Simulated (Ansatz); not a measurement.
The starting structures come from a database of crystals and need not be the phases stable at ambient conditions.

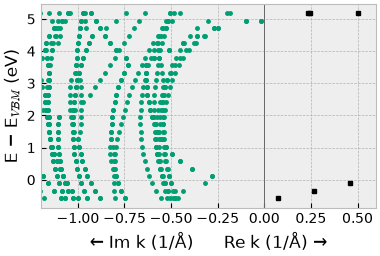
Complex bands at the centre of the two-dimensional zone; Ansatz (a program for electronic structure) with PBEsol

The gap is the functional's own, uncorrected, and κ follows it; spin-orbit coupling is left out. Mid-gap values are interpolated between the computed energies.

Problem. This is Cs2NaBiF6 (Fm-3m, not sure to be the ambient phase, 10 atoms a cell, 20.4 Å³ an atom, -2 GPa at this level) along the normal of (110). Read off the slowest decay at the centre of the two-dimensional zone at 2.42 eV, the computed energy nearest the middle of the gap.

Solution. κ ≈ 0.53 1/Å, a decay length 1/(2κ) of the density of 0.95 Å.
